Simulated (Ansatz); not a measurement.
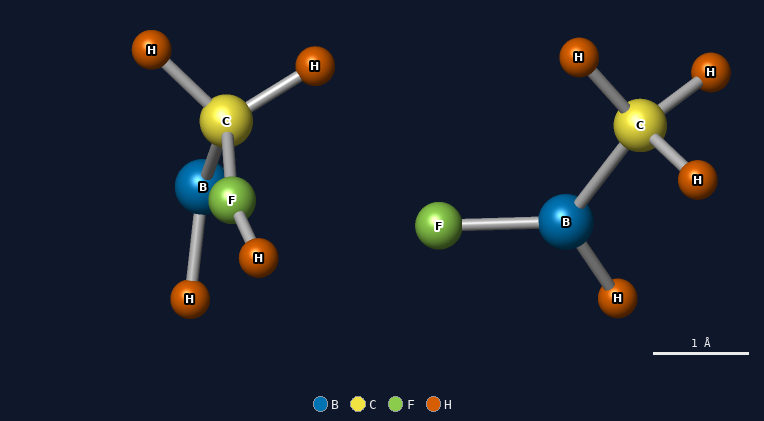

Two geometries of CH₄BF, drawn at one scale. One is the start of a relaxation, the other its converged end. Style: ball-and-stick. Shown from a free direction.

The calculation used RKS PBE-D4/def2-SVP in Ansatz 0.2.0. (force threshold 0.03 eV/Å; at most 250 steps)

Which of the two is the end point?

The right one is the relaxed one. It is one of the separated reactants of a reaction. The largest move after the best rigid fit is that of the F atom, 2.43 Å. Largest moves by element: F 2.43 Å, H 1.17 Å, B 0.97 Å, C 0.53 Å. Near-neighbour distances that change, for instance: F–H 0.910 → 3.200 Å, C–H 2.272 → 1.114 Å, B–F 2.487 → 1.337 Å, C–F 1.386 → 2.522 Å. New bonds form: B–F (2.49 → 1.34 Å), C–H (2.27 → 1.11 Å). Bonds break: C–F (1.39 → 2.52 Å), F–H (0.91 → 3.20 Å). Bond angles that change, for instance: B–C–H 109.4° → 114.4°, H–C–H 104.9° → 109.6°. Groups turn about B–C by about 65°. After 47 accepted moves (50 points after the start) the energy has fallen by 885.9 kJ/mol. The largest force component goes from 8.4 to 0.0078 eV/Å. The line search rejected the trial steps at points 10, 42, 46 of the run. The forces were under the threshold at step 47, but the run went on from there.
